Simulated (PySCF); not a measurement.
## A study: C2H7Al, SMILES `C[AlH]C`

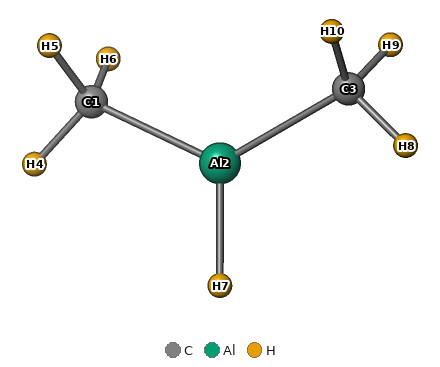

The molecule, with its atoms numbered as below. No frequency check shows the geometry to be a minimum.

Geometry (Å), atoms numbered from 1:

```
C1      -1.7927    0.3939    0.0001
Al2     -0.0000   -0.4695   -0.0003
C3       1.7929    0.3938    0.0002
H4      -2.5881   -0.3620    0.0001
H5      -1.9683    1.0309    0.8750
H6      -1.9681    1.0317   -0.8744
H7      -0.0015   -2.0232    0.0013
H8       2.5882   -0.3622   -0.0002
H9       1.9685    1.0312   -0.8744
H10      1.9687    1.0304    0.8751
```

Part 1: Excited states

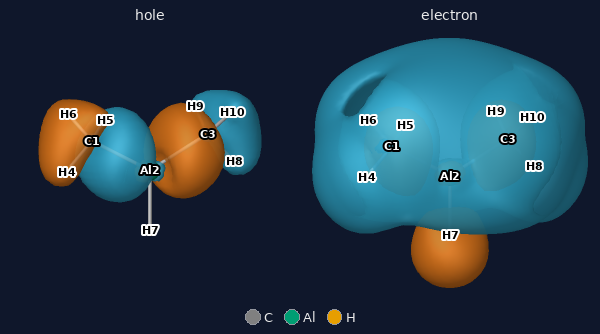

Leading natural transition orbital pair of T₃ (TDA triplet states); the surfaces enclose about 85 % of each orbital's density.

Computed with PySCF, CAM-B3LYP/def2-SVP, geometry: GFN2-xTB. Without diffuse functions Rydberg states are missing, so the states' numbers hold for this basis only.

**Characterise the state.**

6.84 eV (181 nm), spin-forbidden from the singlet ground state, σ → σ*; the leading pair carries 94 %; hole on C1 and C3 (29 % each) and Al2 (22 %), electron on Al2 (43 %), C1 and C3 (13 % each) and H5, H6, H9 and H10 (5 % each); their centroids lie 0.1 Å apart. In canonical orbitals it is mainly HOMO → LUMO+1 (89 %). The HOMO–LUMO gap is 9.24 eV.

Part 2: In an electric field

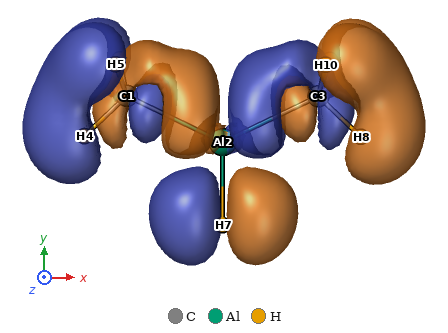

Change of the electron density in a uniform field of 0.41 V/Å, surfaces at ±0.002 e/Å³ (orange: gain, blue: loss).

Level of theory: TPSSh/def2-SVPD (PySCF), at a geometry from GFN2-xTB.

The field was applied in both directions; the picture shows the one opposite to the script's first.

**Along which Cartesian direction does the field point?**

Along −x: electrons gather on the +x side, against the field.

**How large is the response?**

The induced dipole is 1.33 D (along the field); α along this axis, from the fields in both directions, is 65 bohr³ (9.7 Å³).

Part 3: Removing or adding an electron

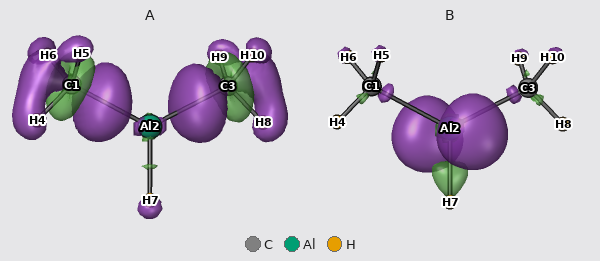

The two Fukui functions at ±0.04 e/Å³ (purple positive, green negative).

Level of theory: ωB97X/6-31G* (PySCF), at a geometry from GFN2-xTB.

**Which panel is f⁻ (electron removed) and which f⁺ (electron added)?**

A is f⁻, B is f⁺. f⁻ (Hirshfeld-condensed) is largest on C1 and C3 (0.18 each) and Al2 (0.17); the vertical ionisation energy is 10.07 eV. f⁺ (Hirshfeld-condensed) is largest on Al2 (0.66); the vertical electron affinity is −1.02 eV (the stability of the anion's solution wasn't checked; negative, but this basis has no diffuse functions, so it doesn't show that the anion is unbound).

**What chemical potential and hardness follow from the two energies?**

μ = −(I + A)/2 = −4.52 eV and η = I − A = 11.09 eV.

Part 4: Localised orbitals

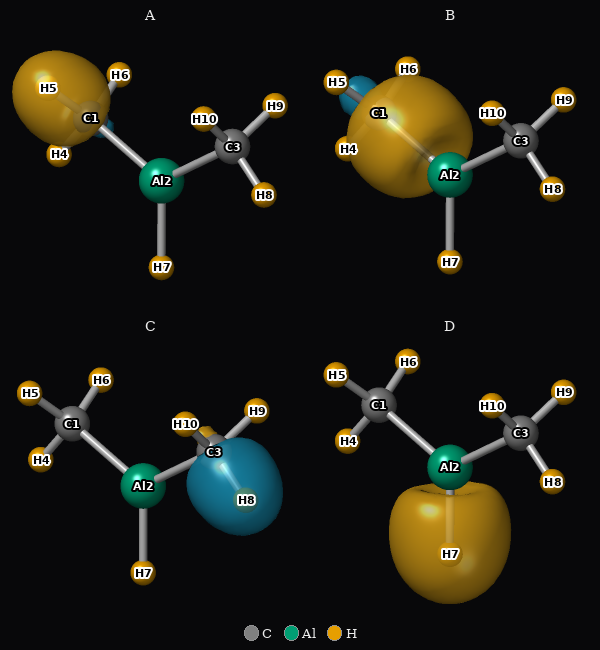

Foster–Boys orbitals, occupied; each surface holds about 70 % of the orbital's density. Energies are diagonal elements of the Fock matrix.

PySCF calculation, PBE0/def2-SVPD, gas phase; geometry: GFN2-xTB.

**Name the orbitals, with their atomic make-up and energies.**

By panel:
- A: σ bond C1–H5 (C1 55 %, H5 44 %; −13.0 eV)
- B: σ bond C1–Al2 (C1 67 %, Al2 33 %; −10.1 eV)
- C: σ bond C3–H8 (C3 55 %, H8 44 %; −12.9 eV)
- D: σ bond H7–Al2 (H7 58 %, Al2 41 %; −9.2 eV)

**How do all the valence pairs divide up?**

9 pairs: 9 σ bonds.

Part 5: Stretching a bond

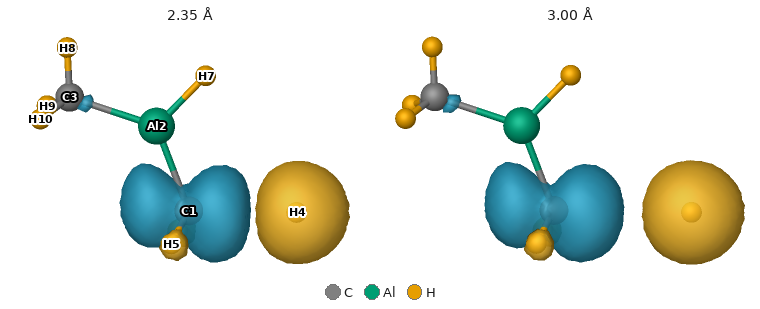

Rigid stretch of the C1–H4 bond. Broken-symmetry UHF spin density at ±0.03 e/Å³ (yellow: α, teal: β).

Level of theory: 6-311G** basis (PySCF), at a geometry from GFN2-xTB.

**How does the broken-symmetry solution share the spin, and how far is it from a pure singlet?**

At 3.00 Å excess α spin lies mostly on H4 and excess β on C1; the two could be swapped at no cost. ⟨S²⟩ is 0.88 at 2.35 Å and 0.99 at 3.00 Å, against 0 for a pure singlet and 1 for an equal mix of singlet and triplet.

**Where does the UHF solution part from RHF?**

Between 1.66 Å (⟨S²⟩ = 0, the two coincide) and 1.93 Å (⟨S²⟩ = 0.56); at 3.00 Å ⟨S²⟩ is 0.99 and UHF lies 3.1 eV below RHF.

**How much energy does the stretch cost?**

By CASSCF, 4.2 eV from the lowest point of the scan (1.07 Å) to 3.00 Å; RHF gives 6.9 eV from its own lowest point. The fragments aren't relaxed and dynamic correlation is missing, so this isn't a bond dissociation energy.
